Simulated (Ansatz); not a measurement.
Start from CsPbCl$_{3}$ in the cubic perovskite structure (space group Pm-3m, No. 221; a = 5.619 Å). Axes: x, y, z lie along the cube axes.

Perturbation: biaxial strain −0.60 %, plane normal [001], relaxed out of plane (Cartesian); in-plane vectors clamped, the third vector and the atoms free.

Level of theory: PBEsol/PAW in Ansatz (an electronic-structure program), scalar-relativistic without spin-orbit coupling.

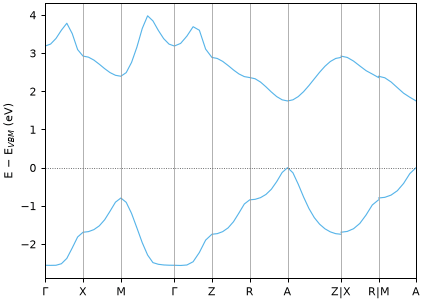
Figure. Highest valence and lowest conduction band along the path of the changed cell's own zone

Question: Read the changed gap and its character from the plot.

Answer: About 1.7 eV, direct at A.

With Pb present, leaving out spin-orbit coupling can change the band edges. No phonon test of stability was made. Many cubic perovskites are stable only at high temperature; tilts and polar distortions were not tested. This is not the structure that CsPbCl3 has at room temperature and ambient pressure. Labels are those of the standard path for the cell's own space group.
